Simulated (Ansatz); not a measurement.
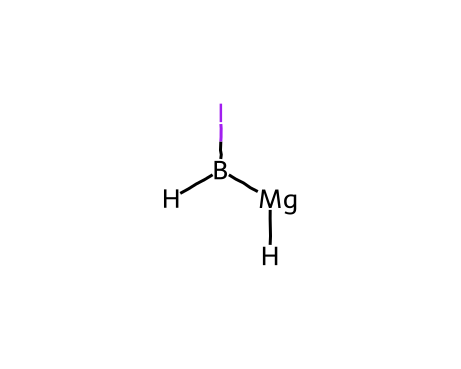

Source: calculation with Ansatz.

Skeletal drawing of a molecule.

**Give its SMILES.**

[MgH][BH]I

**What is the molecular formula?**

BH2IMg.

**An optimisation with PBE0-D4/def2-TZVP gave a structure of which point group?**

Cs.
